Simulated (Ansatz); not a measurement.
C₂NSi (SMILES N#CC#[Si]) (doublet)

The calculation's input:

```
crystal:
  periodic: [false, false, false]
  atoms:
    - {symbol: C, position_ang: [0.000000, 0.000000, -0.801387]}
    - {symbol: C, position_ang: [0.000000, 0.000000, 0.542950]}
    - {symbol: "N", position_ang: [0.000000, 0.000000, -1.981633]}
    - {symbol: Si, position_ang: [0.000000, 0.000000, 2.240070]}
basis:
  gaussian:
    orbitals: def2-TZVPD
magnetization:
  spin_polarized: true
  initial_magnetization: 1
hamiltonian:
  xc: {name: PBE0}
output: {forces: true, orbitals: {seedname: orbitals}}
```

Launched as:

```sh
ansatz run input.yaml --threads 1 --pin off --max-ram 2610MiB --events-out events.jsonl --progress --plain --runs-dir runs
```

Geometry: PBE0-D3(BJ)/pcseg-1.

These are results of isolated molecule in a Gaussian basis; Kohn-Sham density functional theory, functional PBE0 (Ansatz), not measurements.

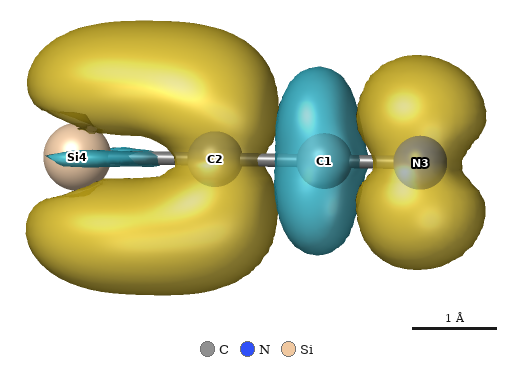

Figure 1. Isosurfaces of the spin density (α minus β) at +0.015 (yellow) and −0.015 e/Å³ (cyan), seen from one side.

Describe the spin distribution.

The unpaired spin (1 electron) lies mostly on C2 (about 0.5), N3 (about 0.3) and Si4 (about 0.2), in electrons by Hirshfeld's partition.

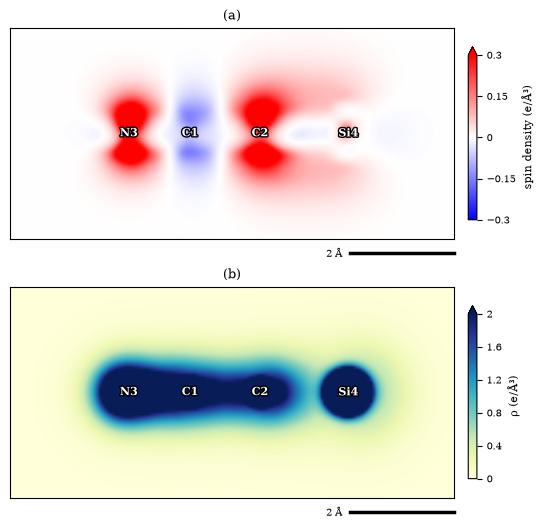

Figure 2. (a) spin density (α minus β); (b) electron density on a plane that holds the molecular axis.

What do the fields say about this system?

- The plane passes through C, N and Si nuclei.
- C–N (1.18 Å): ρ is about 3.5 e/Å³ halfway.
- C–C (1.34 Å): ρ at the midpoint is about 2.2 e/Å³.
- C–Si (1.70 Å): the density is about 1.1 e/Å³ at the midpoint.

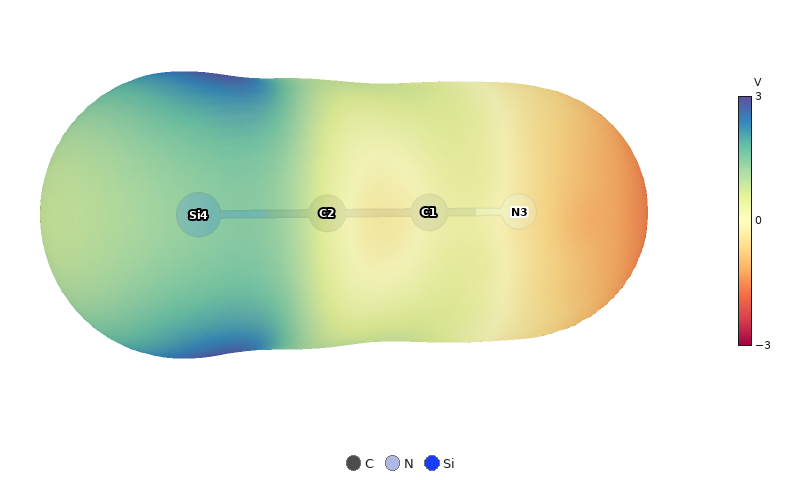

Figure 3. The electrostatic potential painted on the density surface at 0.004 e/bohr³, seen at a tilt; the colour scale runs from red (negative) to blue (positive).

Describe the electrostatic potential map.

The most negative region (about −1.7 V) lies over N3, the most positive (about +2.9 V) over Si4. N3 is the likeliest acceptor of a hydrogen bond.
